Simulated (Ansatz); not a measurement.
| atom | x (Å) | y (Å) | z (Å) |
| --- | --- | --- | --- |
| C | 0.0718 | 0.8602 | 0.7499 |
| Ge | 0.1540 | -0.7082 | -0.6092 |
| O | 0.1143 | -2.0776 | 0.3966 |
| H | 1.0916 | 1.0396 | 1.1389 |
| H | -0.2954 | 1.8068 | 0.3132 |
| H | -0.5650 | 0.5724 | 1.6040 |

Geometry: PBE0-D3(BJ)/def2-SVPD.

Level of theory: isolated molecule in a Gaussian basis; Kohn-Sham density functional theory, functional PBE0 (Ansatz).

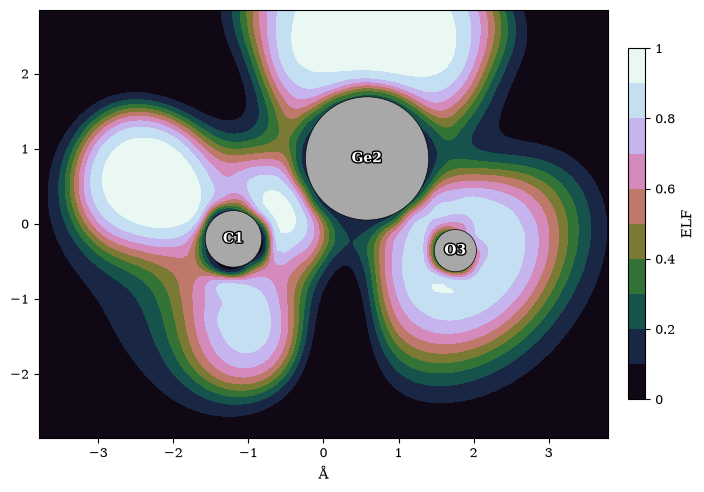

CH3GeO (SMILES [CH3][Ge-]=[O]) (charge −1). ELF on the plane of atoms C1, Ge2 and O3. Grey discs cover the atomic cores.

**What do the fields say about this system?**

The plane passes through C, Ge and O nuclei.
Ge–O (1.70 Å): the ELF peaks at about 0.80 in the valence shell of O, 0.6 Å from its nucleus, and is about 0.30 at the midpoint.
C–Ge (2.08 Å): the ELF peaks at about 0.95 in the valence shell of C, 0.7 Å from its nucleus, and is about 0.70 at the midpoint.
The ELF also peaks beside O3, away from the bonds: lone-pair regions.
